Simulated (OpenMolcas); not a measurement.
## A ladder of methods for SiHOF (SMILES O[Si]F)

SiHOF has 4 atoms, charge 0, and is taken as a singlet. As SMILES, `O[Si]F`. Geometry: relaxed at GFN2-xTB.

```
atom    x (Å)    y (Å)    z (Å)
   O  -0.5607   0.7358  -0.1787
  Si   0.2701   0.0782   1.0294
   F   0.9032  -1.2144   0.2263
   H  -0.6125   0.4003  -1.0770
```

Each level gives the energy change with the Si2–F3 bond stretched from 1.648 to 4.121 Å (eV). The values are calculated.

| level | kind | program | value (eV) | less FCI/STO-3G |
| --- | --- | --- | --- | --- |
| HF/STO-3G (restricted) | Hartree–Fock | OpenMolcas | 10.28 | +5.74 |
| M06-2X/STO-3G (restricted) | hybrid meta-GGA | OpenMolcas | 8.61 | +4.07 |
| PBE0/STO-3G (restricted) | global hybrid | OpenMolcas | 7.81 | +3.27 |
| B2PLYP/STO-3G (restricted) | double hybrid | OpenMolcas | 5.36 | +0.82 |
| MP2/STO-3G (restricted) | perturbation theory | OpenMolcas | 4.60 | +0.06 |
| CASSCF(2,2)/STO-3G | multireference | OpenMolcas | 3.88 | -0.66 |
| SC-NEVPT2(2,2)/STO-3G | multireference | OpenMolcas | 4.36 | -0.18 |
| CISD/STO-3G (restricted) | coupled cluster or CI | OpenMolcas | 5.58 | +1.04 |
| FCI/STO-3G | exact in the basis | OpenMolcas | 4.54 | 0.00 |

FCI/STO-3G is exact within its basis and frozen core, so for wave-function methods in that basis the difference is their error; functionals converge differently with the basis, so for them it is only a difference. Spin-restricted single references rise too steeply as a bond breaks, Hartree–Fock most of all. Perturbation and coupled-cluster corrections on them can overshoot downwards. The first shape isn't each level's own minimum. The values span 3.88 to 10.28 eV. All rows use very small basis sets, so even the best lies far from the true value.

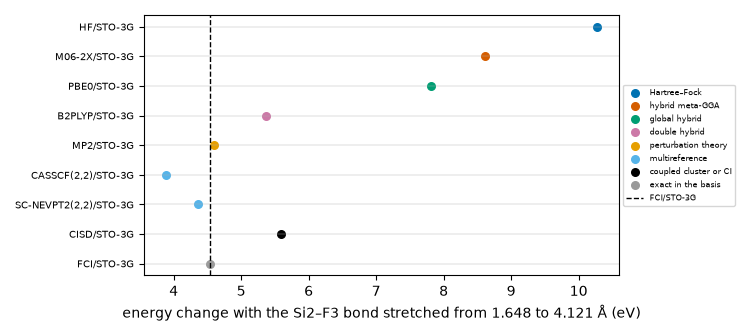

The values of the table, level by level.
